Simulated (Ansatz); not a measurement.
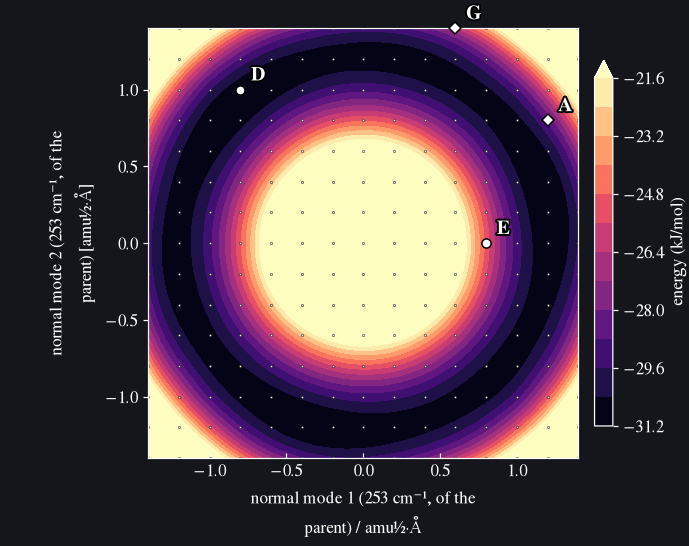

CH3BeCl, charge −1, spin multiplicity 2. First axis: normal mode 1 (253 cm⁻¹, of the parent). Second axis: normal mode 2 (253 cm⁻¹, of the parent). Nothing is relaxed (straight displacements along the two mass-weighted modes). The scan uses a 15 × 15 grid. Points are written as (first, second). Energies are in kJ/mol, from the ion of charge -1 at the geometry of the relaxed parent of charge +0. Near the degeneracy a single determinant is a rough description. Computed with UHF/def2-SVPD (Ansatz).

In the figure: filled contours, dots at the grid points, one colour for all values above the top of the scale, lettered points. Between grid points the surface is interpolated.

Rank the lettered points by energy, lowest first.

Answer. D (−31.0 kJ/mol), A (−28.7 kJ/mol), G (−26.5 kJ/mol), E (−25.1 kJ/mol).

What kind of point is each of A, D, E: minimum, saddle, maximum or slope?

Answer. A: on a slope; D: minimum; E: on a slope. (In these two coordinates alone; a stationary point may lie a little off the grid point.)
